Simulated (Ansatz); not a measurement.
```xyz
9

Ga   -2.1919   -1.0345    0.1418
Ga    1.1700    2.6721    2.4122
Ga    0.4795   -1.4109    2.2613
Ga    1.5371   -1.8497   -3.1202
Ga   -1.4085    2.1719   -0.7926
As   -0.4617   -0.1260   -1.9735
As   -0.7051    1.0045    1.6133
As    1.0970    0.4942   -0.0979
As    0.4836   -1.9217   -0.4444
```

Geometry: PBE-D4/def2-SVP.

These are results of Ansatz 0.2.0, RKS PBE0-D4/def2-TZVP, not measurements.

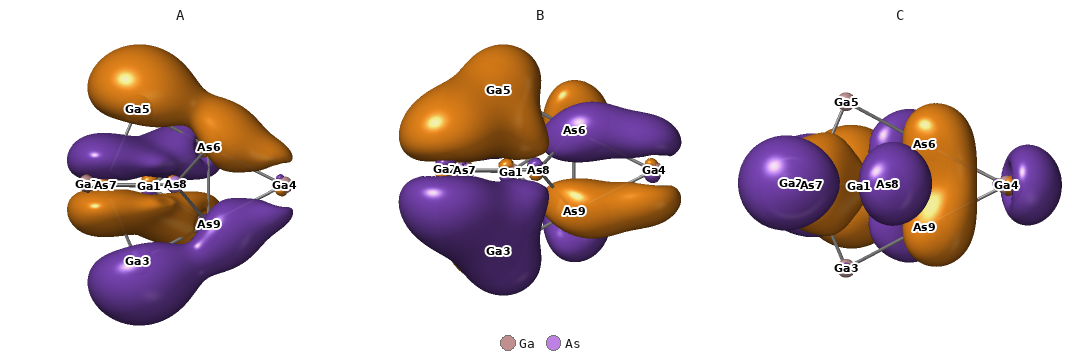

As4Ga5 (charge +1). Three frontier orbitals at ±0.05 Å⁻³ᐟ² (orange and purple are the two phases), in no order.

> Which picture is the HOMO−1, the HOMO and the LUMO?

A is the HOMO−1 (−9.27 eV). By Hirshfeld shares it lies mainly on Ga3 (about 25 %), Ga5 (about 25 %), As7 (about 15 %), As6 (about 15 %), As9 (about 15 %) and Ga1 (about 5 %). C is the HOMO (−8.93 eV). It lies mainly on Ga1 (about 30 %), As7 (about 20 %), Ga2 (about 10 %), As8 (about 10 %), As6 (about 10 %) and As9 (about 10 %). B is the LUMO (−6.02 eV). Its weight (Hirshfeld) is mainly on Ga2 (about 25 %), Ga3 (about 15 %), Ga5 (about 15 %), As6 (about 10 %), As9 (about 10 %) and As7 (about 5 %).

> What is the HOMO–LUMO gap?

2.91 eV between the orbital energies.
